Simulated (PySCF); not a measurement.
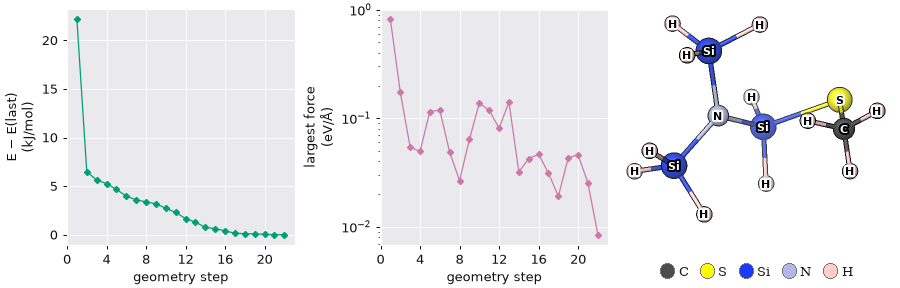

Beside the plot: the molecule at the start.

History of a geometry optimisation.

System: CH11NSSi3 (SMILES CS[SiH2]N([SiH3])[SiH3]).
Method: PySCF, PBE0-D3(BJ)/def2-SVP, geometry optimisation.

How did the optimisation end?

Answer. The optimisation met its thresholds at geometry 22, counting the start as the first. The energy fell by about 22 kJ/mol from the first step to the last. The largest force goes from about 0.82 eV/Å at the start to 8 × 10⁻³ eV/Å at the end.
